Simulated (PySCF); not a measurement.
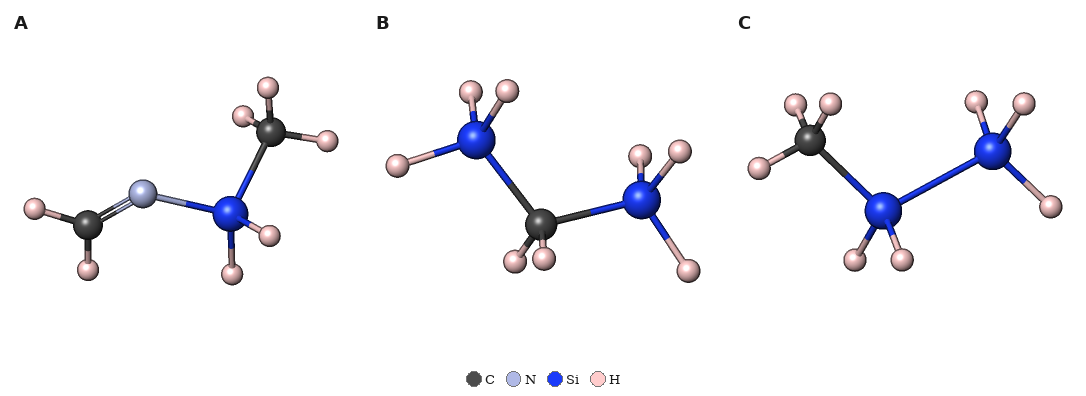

The picture comes from a calculation with PySCF.

```xyz
11
charge 0, multiplicity 1
Si    1.2942    0.8046   -0.0929
C     0.2697   -0.7698   -0.2134
Si   -1.5871   -0.5326   -0.0164
H     2.7514    0.5083   -0.2548
H     0.8854    1.7703   -1.1590
H     1.0883    1.4576    1.2367
H     0.6179   -1.4784    0.5579
H     0.4635   -1.2421   -1.1919
H    -2.1006    0.4218   -1.0468
H    -1.8979    0.0232    1.3366
H    -2.3104   -1.8325   -0.1724
```

### Which panel shows the molecule in this file?

B. The file holds CH8Si2, `[SiH3]C[SiH3]`.
